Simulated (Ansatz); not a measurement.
# C$_{6}$H$_{10}$ (SMILES C#CC(C)CC): what the fields show

The calculation's input:

```
crystal:
  periodic: [false, false, false]
  atoms:
    - { symbol: C, position_ang: [2.2847, -0.351, -1.3793] }
    - { symbol: C, position_ang: [1.4476, -0.4324, -0.5153] }
    - { symbol: C, position_ang: [0.4255, -0.5324, 0.54] }
    - { symbol: C, position_ang: [0.5105, 0.6751, 1.48] }
    - { symbol: C, position_ang: [-0.9842, -0.7222, -0.06] }
    - { symbol: C, position_ang: [-1.4675, 0.4532, -0.9158] }
    - { symbol: H, position_ang: [3.0191, -0.2793, -2.1378] }
    - { symbol: H, position_ang: [0.6572, -1.4402, 1.1384] }
    - { symbol: H, position_ang: [-0.2911, 0.6214, 2.2472] }
    - { symbol: H, position_ang: [1.4906, 0.6779, 2.0038] }
    - { symbol: H, position_ang: [0.4129, 1.6291, 0.9194] }
    - { symbol: H, position_ang: [-0.99, -1.6419, -0.6856] }
    - { symbol: H, position_ang: [-1.7126, -0.885, 0.7641] }
    - { symbol: H, position_ang: [-0.7516, 0.6662, -1.7371] }
    - { symbol: H, position_ang: [-2.4495, 0.1985, -1.3672] }
    - { symbol: H, position_ang: [-1.6015, 1.3629, -0.2948] }
basis:
  gaussian:
    orbitals: def2-SVP
hamiltonian:
  xc: pbe
output:
  orbitals: {}
```

Launched as:

```sh
python energy_c6h10.py
```

Method: SCF PBE, Gaussian basis (Ansatz).

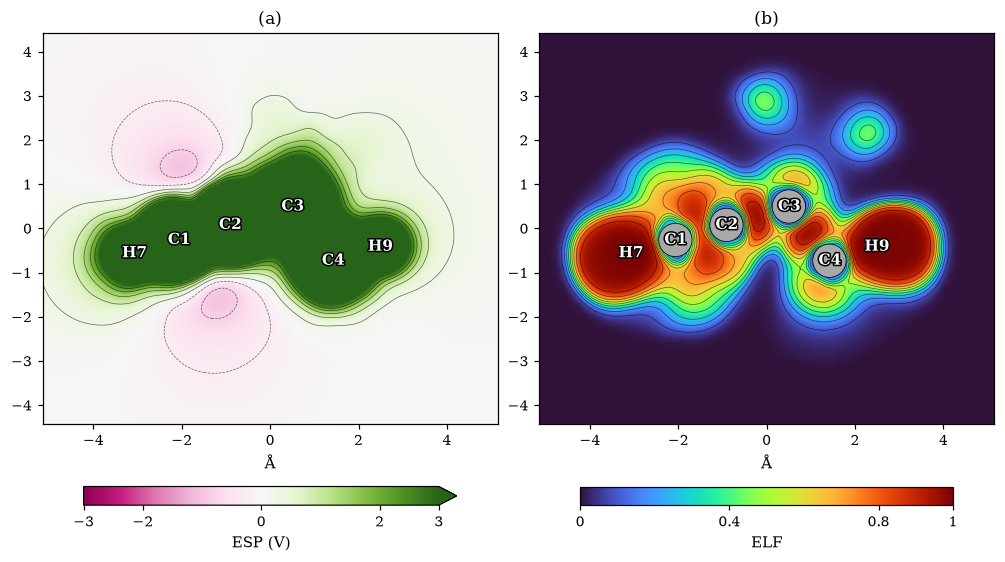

Figure 1. (a) molecular electrostatic potential; (b) electron localisation function on the plane of atoms C2, C3 and C4. Grey discs cover the atomic cores in the ELF map.

**Describe what can be read from this map.**

Atoms in the plane: C and H.
C–C (1.21 Å): the ELF peaks at about 0.80 between the atoms: a short, multiple covalent bond.
C–H (1.06 Å): the ELF climbs to about 1 towards the hydrogen, as it does in any bond to H (an ordinary covalent bond to hydrogen).
Outside the dense part of the molecule the potential is most negative (−1.0 V) near C1.

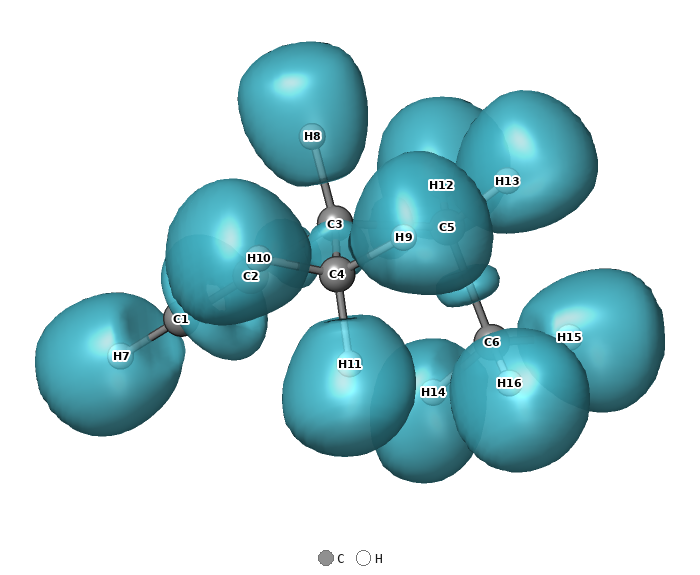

Figure 2. Isosurface of the electron localisation function at 0.85 (cyan), seen from one side. Only the valence region is drawn (cores and ρ < 0.01 e/Å³ removed).

**Identify the bonds, lone pairs and shells in this picture.**

The surface consists of five regions between bonded C–C atoms (shared pairs) and ten regions around hydrogen nuclei.

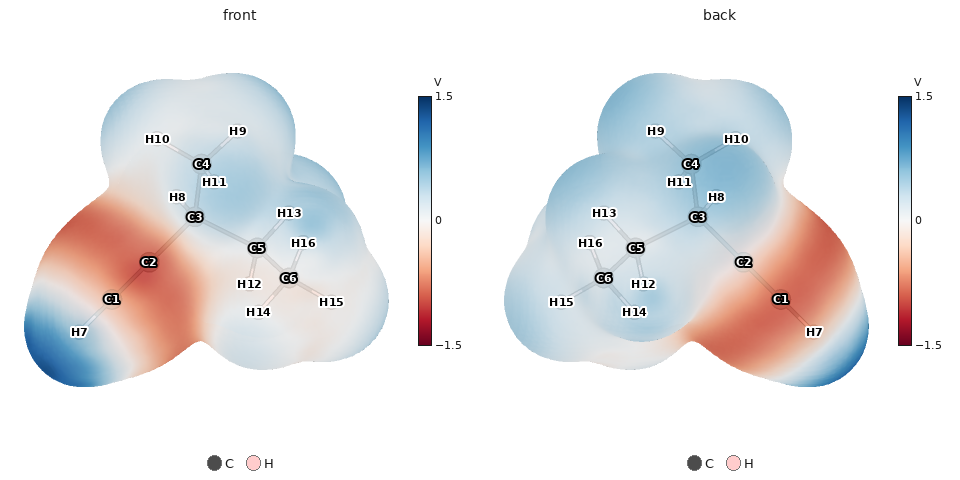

Figure 3. The electrostatic potential painted on the density surface at 0.002 e/bohr³, seen from the front and from behind; the colour scale runs from red (negative) to blue (positive).

**Which sites attract a positive test charge, and which a negative one?**

A positive charge is drawn to the negative regions and a negative charge to the positive ones. The most negative region (about −0.9 V) lies over C1 and C2, the most positive (about +1.2 V) over H7.
